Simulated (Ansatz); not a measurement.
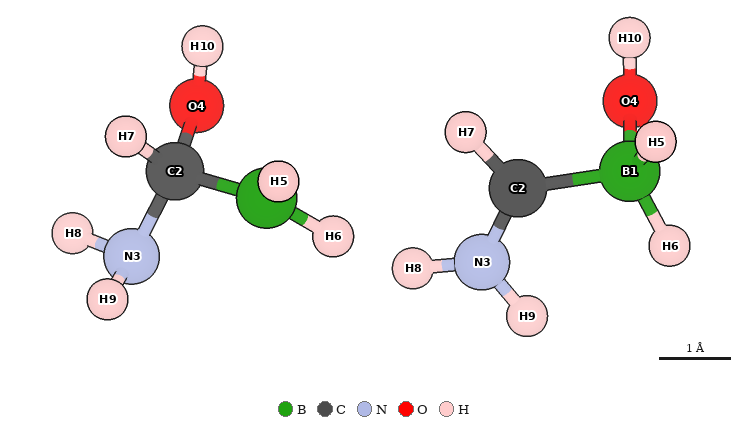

Two geometries of CH6BNO (coarse preliminary run), drawn at one scale. One is the start of a relaxation, the other its converged end. Style: ball-and-stick. Shown at a tilt.

All numbers below come from Ansatz 0.2.0, RKS PBE-D4/def2-SVP. Set-up: force threshold 0.03 eV/Å; at most 200 steps.

### Which geometry has the lower energy?

The right one is the relaxed one. The start comes from a force field. The energy falls by 1.580 eV in 18 accepted moves (20 points after the start). The largest force component goes from 2.7 to 0.024 eV/Å. The line search rejected the trial steps at points 11, 15 of the run. The largest move after the best rigid fit is that of H9, 1.03 Å. By element the largest moves are H 1.03 Å, O 0.94 Å, C 0.58 Å, B 0.51 Å, N 0.40 Å. Some distances before and after: B1–O4 2.454 → 1.501 Å, C2–O4 1.481 → 2.261 Å, C2–N3 1.450 → 1.313 Å, B1–C2 1.530 → 1.605 Å. New bonds form: B1–O4 (2.45 → 1.50 Å). Bonds break: C2–O4 (1.48 → 2.26 Å). Bond angles that change, for instance: C2–N3–H8 106.0° → 125.0°, C2–B1–H6 124.0° → 107.7°, B1–C2–N3 108.7° → 122.2°.
